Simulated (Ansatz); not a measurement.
# [InH4]-: which spin state is lowest

Aim: set other spin states of [InH4]- against its singlet, on many levels of theory.

Computed with Ansatz 0.2.0, Gaussian basis. Level: as each input shows.

The runs, in order: triplet, at the geometry of the singlet (PBE0-D4/def2-TZVPD, PBE-D4/def2-TZVPD, r2SCAN-D4/def2-TZVPD); the singlet's energies come from earlier runs.

1 further run of the same task is left out (set aside as unsound or not needed). Runs told in other sessions of the task aren't counted.

### Step 1. The geometry

The geometry is that of the singlet, from an earlier relaxation (PBE-D4/def2-TZVPD).

5 atoms, charge -1, spin multiplicity 1.

Atoms are counted from 1 here; the program's logs count them from 0.

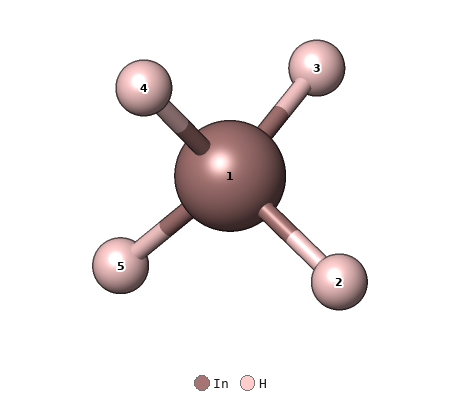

The geometry (indium brown, hydrogen pink); atoms are numbered from 1 in the order of the file.

In takes a core potential in the def2 sets. No spin-orbit coupling is included. The ion is computed in the gas phase, without counter-ions or solvent.

### Step 2. Triplet at the fixed geometry, PBE0-D4/def2-TZVPD

in.yaml

```yaml
crystal:
  periodic: [false, false, false]
  atoms:
    - {symbol: In, position_ang: [0.000000, 0.000000, -0.000002]}
    - {symbol: H, position_ang: [0.026145, -0.035055, 1.793808]}
    - {symbol: H, position_ang: [1.684247, -0.007430, -0.618810]}
    - {symbol: H, position_ang: [-0.838320, 1.484666, -0.559154]}
    - {symbol: H, position_ang: [-0.872072, -1.442180, -0.615852]}
basis:
  gaussian: {orbitals: def2-TZVPD}
total_charge: -1
magnetization: {spin_polarized: true, initial_magnetization: 2}
hamiltonian: {xc: pbe0, dispersion: d4}
scf: {omitted_lower_state_checks: [starts]}
output: {orbitals: {seedname: orbitals}}
```

The run is started by

```bash
$ ansatz run in.yaml --threads 4 --pin off --events-out ev --progress --plain --max-ram 3916MiB
```

The log of the run:

```text
Functional definition: PBE0
  name "PBE0"
  cite "Adamo & Barone, J. Chem. Phys. 110, 6158 (1999) doi:10.1063/1.478522"
  cite "Perdew, Burke & Ernzerhof, Phys. Rev. Lett. 77, 3865 (1996) doi:10.1103/PhysRevLett.77.3865"
  parent pbe
  parameter a = 0.25
  parameter kappa = 0.804
  parameter beta = 0.06672455060314922
  exchange = (1 - a)*pbe_x(kappa = kappa, mu = beta*pi^2/3) + a*exact_x
  correlation = pbe_c(beta = beta)
these checks for a lower state are left out or cut short: starts
717 factors; their error is unknown
mean field evaluation 1: about -5232.8438 eV, gradient 1.5e1 eV
mean field evaluation 2: about -5232.9228 eV, gradient 1.6e1 eV
mean field evaluation 4: about -5233.7723 eV, gradient 2.5e-1 eV
mean field evaluation 8: about -5233.8163 eV, gradient 4.2e-2 eV
mean field evaluation 16: about -5233.8163 eV, gradient 2.7e-4 eV
mean field -5233.81634708 eV, -192.3392031470 hartree, gradient 4.6e-6 eV, S^2 2.014477; 0 other end points of the search recorded, 0 dependent functions left out
reference -5233.81637869 eV, -192.3392043086 hartree; 14, 12 occupied and 78, 80 virtual orbitals, 717 factors
Total energy: -5233.89840219 eV, -192.3422186167 hartree
Checks for a lower state left out: starts
```

Wall time 1.7 s (4 threads of Arm Neoverse V2, shared host).

HOMO 1.56 eV, LUMO -2.56 eV (over both spins; with the spin held, an empty level of the minority spin lies below the top filled one); ⟨S²⟩ 2.014 (pure: 2.00). Doubts: highest occupied level lies above zero.

### Step 3. Triplet at the fixed geometry, PBE-D4/def2-TZVPD

start.molden holds the orbitals of an earlier run on this state, given as this run's starting guess.

in.yaml, as its differences from that of step 2:

```diff
@@ -9,6 +9,6 @@
 basis:
-  gaussian: {orbitals: def2-TZVPD}
+  gaussian: {orbitals: def2-TZVPD, initial_orbitals: start.molden}
 total_charge: -1
 magnetization: {spin_polarized: true, initial_magnetization: 2}
-hamiltonian: {xc: pbe0, dispersion: d4}
+hamiltonian: {xc: pbe, dispersion: d4}
 scf: {omitted_lower_state_checks: [starts]}
```

Same command.

The log of the run:

```text
Functional definition: PBE
  name "PBE"
  cite "Perdew, Burke & Ernzerhof, Phys. Rev. Lett. 77, 3865 (1996) doi:10.1103/PhysRevLett.77.3865"
  parent pbe
  parameter kappa = 0.804
  parameter beta = 0.06672455060314922
  exchange = pbe_x(kappa = kappa, mu = beta*pi^2/3)
  correlation = pbe_c(beta = beta)
these checks for a lower state are left out or cut short: starts
635 factors; their error is unknown
mean field evaluation 1: about -5234.0150 eV, gradient 3.2e0 eV
mean field evaluation 2: about -5234.0656 eV, gradient 5.6e-2 eV
mean field evaluation 4: about -5234.0601 eV, gradient 1.0e-3 eV
mean field evaluation 8: about -5234.0601 eV, gradient 1.8e-5 eV
mean field -5234.06011281 eV, -192.3481613724 hartree, gradient 1.7e-5 eV, S^2 2.005927; 0 other end points of the search recorded, 0 dependent functions left out
reference -5234.06015555 eV, -192.3481629431 hartree; 14, 12 occupied and 78, 80 virtual orbitals, 635 factors
Total energy: -5234.15816459 eV, -192.3517647088 hartree
Checks for a lower state left out: starts
```

It took 0.85 s on 4 threads of Arm Neoverse V2, shared host.

Report: HOMO 1.84 eV, LUMO -3.04 eV (over both spins; with the spin held, an empty level of the minority spin lies below the top filled one); ⟨S²⟩ 2.006 (pure: 2.00). Doubts: highest occupied level lies above zero.

### Step 4. Triplet at the fixed geometry, r2SCAN-D4/def2-TZVPD

in.yaml, as its differences from that of step 3:

```diff
@@ -12,3 +12,3 @@
 magnetization: {spin_polarized: true, initial_magnetization: 2}
-hamiltonian: {xc: pbe, dispersion: d4}
+hamiltonian: {xc: r2scan, dispersion: d4}
 scf: {omitted_lower_state_checks: [starts]}
```

Same command.

The log of the run, cut to the lines that bear on the results:

```text
Functional definition: r2SCAN
  name "r2SCAN"
  cite "Furness, Kaplan, Ning, Perdew & Sun, J. Phys. Chem. Lett. 11, 8208 (2020) doi:10.1021/acs.jpclett.0c02405"
  cite "Furness, Kaplan, Ning, Perdew & Sun, J. Phys. Chem. Lett. 11, 9248 (2020) doi:10.1021/acs.jpclett.0c03077"
  parent r2scan
[...]
635 factors; their error is unknown
[...]
mean field -5235.96398847 eV, -192.4181275124 hartree, gradient 5.4e-6 eV, S^2 2.014313; 0 other end points of the search recorded, 0 dependent functions left out
reference -5235.96403024 eV, -192.4181290476 hartree; 14, 12 occupied and 78, 80 virtual orbitals, 635 factors
Total energy: -5235.98705371 eV, -192.4189751443 hartree
Checks for a lower state left out: starts
```

Wall time 3 s (4 threads of Arm Neoverse V2, shared host).

Report: HOMO 1.86 eV, LUMO -3.10 eV (over both spins; with the spin held, an empty level of the minority spin lies below the top filled one); ⟨S²⟩ 2.014 (pure: 2.00). Doubts: highest occupied level lies above zero.

### Step 5. Triplet less singlet, vertical

The singlet's energies are those of its earlier runs, whose logs aren't repeated here.

```tsv
level	triplet less singlet, vertical (kJ/mol)	time
PBE-D4/def2-TZVPD	+442.7	1.2 s
r2SCAN-D4/def2-TZVPD	+470.7	3.8 s
PBE0-D4/def2-TZVPD	+480.6	2.2 s
```

Times add the two runs; a level without a time comes out of a correlated run.

### Step 6. Summary of results

| quantity | value |
| --- | --- |
| triplet less singlet, vertical, functionals in def2-TZVPD | +442.7 (PBE-D4) to +480.6 kJ/mol (PBE0-D4) |

In words: All functionals put the triplet above the singlet, over a spread of 37.9 kJ/mol. The checks for a lower triplet were left out, so another state of that spin may lie lower. These are electronic energies, without zero-point motion, entropy or surroundings.

The anion's highest level is positive in at least one run, so there the basis alone may hold the extra electron.
